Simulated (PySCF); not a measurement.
SMILES [F][Sn]([F])([SH])[SH] (H2F2S2Sn) at its CAM-B3LYP/def2-SVP optimised geometry (Å):

```
7

F     -1.5657     0.8848     0.0000
Sn    -0.8125    -0.8848     0.0000
F     -1.3185    -1.5257     1.7418
S      1.5657    -0.8848     0.0000
S     -1.9197    -2.0140    -1.7763
H      1.5853    -0.9639     1.3494
H     -2.8464    -1.0317    -1.8399
```

Calculation: PySCF with CAM-B3LYP/def2-TZVP, def2 effective core potentials past Kr. The core electrons that the potentials of Sn replace are not part of the density. Cells within 0.4 Å of a nucleus heavier than hydrogen are left out (blank, or x).

Map of the electron localisation function on the plane z = 0.0 Å:

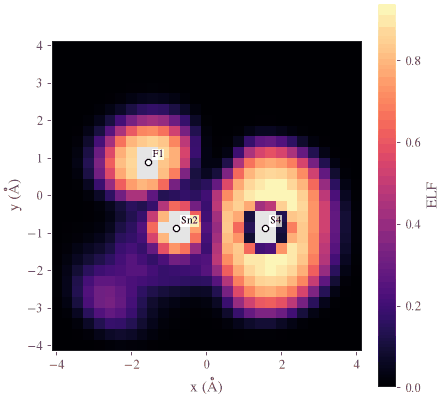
Fig. 1. Electron localisation function on the plane z = 0.0 Å.
